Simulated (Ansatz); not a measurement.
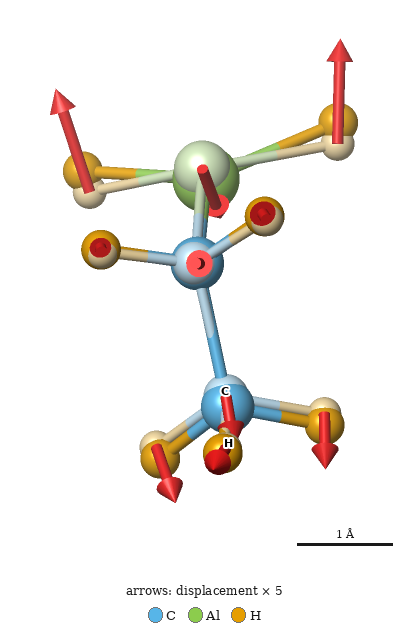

This is a relaxation of C$_{2}$H$_{7}$Al (coarse preliminary run). The starting structure is drawn faded, the final one solid; red arrows show the displacements, 5 times their true length. The two geometries are superimposed by the best rigid fit.

Style: ball-and-stick. Shown from a free direction.

The start comes from a force field.

The calculation used Ansatz 0.2.0, RKS PBE-D4/def2-SVP.

The input:
```yaml
crystal:
  periodic: [false, false, false]
  atoms:
    - {symbol: C, position_ang: [-0.952000, 0.326000, -0.607200]}
    - {symbol: C, position_ang: [-0.128000, -0.768600, -0.112300]}
    - {symbol: Al, position_ang: [1.412200, -0.071100, 0.904800]}
    - {symbol: H, position_ang: [-1.785300, -0.036800, -1.188200]}
    - {symbol: H, position_ang: [-0.417400, 1.026400, -1.312800]}
    - {symbol: H, position_ang: [-1.393000, 0.981600, 0.231900]}
    - {symbol: H, position_ang: [0.277200, -1.358100, -0.967200]}
    - {symbol: H, position_ang: [-0.681000, -1.410800, 0.545200]}
    - {symbol: H, position_ang: [1.157000, 0.587800, 2.392600]}
    - {symbol: H, position_ang: [2.593300, 0.672400, 0.116000]}
basis:
  gaussian: {orbitals: def2-SVP}
hamiltonian: {xc: pbe, dispersion: d4}
relax: {f_tol: 0.03, max_steps: 200}
```

> What happened in the run?

The largest move after the best rigid fit is that of H9, 0.23 Å. Largest moves by element: H 0.23 Å, Al 0.18 Å, C 0.12 Å. Some distances before and after: C1–C2 1.457 → 1.545 Å, C1–H6 1.153 → 1.111 Å, Al3–H9 1.647 → 1.607 Å, C2–H8 1.073 → 1.113 Å. Bond angles that change, for instance: H9–Al3–H10 111.9° → 118.7°, H7–C2–H8 109.9° → 105.9°, H4–C1–H5 103.8° → 106.5°. After 5 geometry steps the energy has fallen by 36.0 kJ/mol. Largest force component: 3.1 eV/Å at the start, 0.023 eV/Å at the end. The run took about 8 core-seconds on a shared host.
